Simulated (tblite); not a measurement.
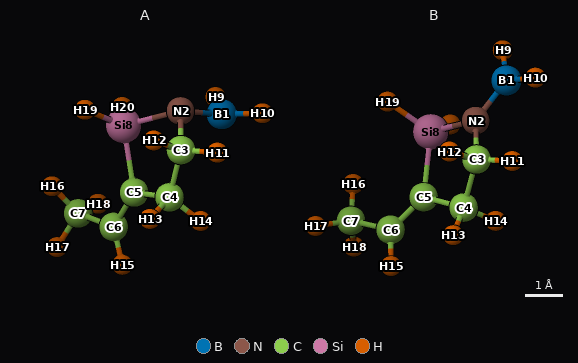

Two geometries of C$_{5}$H$_{12}$BNSi, drawn at one scale. One is the start of a relaxation, the other its converged end. The picture is a ball-and-stick view, seen from a free direction.

Theory: GFN2-xTB geometry optimisation, gas phase (tblite). 

Question: Which of the two is the end point?

Answer: Structure B is the relaxed one. The largest moves after the best rigid fit, 1.67 Å, are those of H9 and H10. Largest moves by element: H 1.67 Å, B 1.25 Å, Si 0.81 Å, C 0.55 Å, N 0.40 Å. Near-neighbour distances that change, for instance: B1–N2 1.515 → 1.389 Å, C3–C4 1.454 → 1.529 Å, N2–Si8 1.821 → 1.752 Å, C3–H11 1.135 → 1.092 Å. Bond angles that change, for instance: B1–N2–Si8 108.6° → 127.1°, C3–N2–Si8 98.9° → 110.6°, B1–N2–C3 113.0° → 122.3°. Groups turn about C6–C7 by about 40°, C4–C5 by about 35°, C5–Si8 by about 30°. The energy falls by 1.519 eV in 142 geometry steps. Cost: 1.9 s on 1 thread of Arm Neoverse N1, with other jobs on the host.
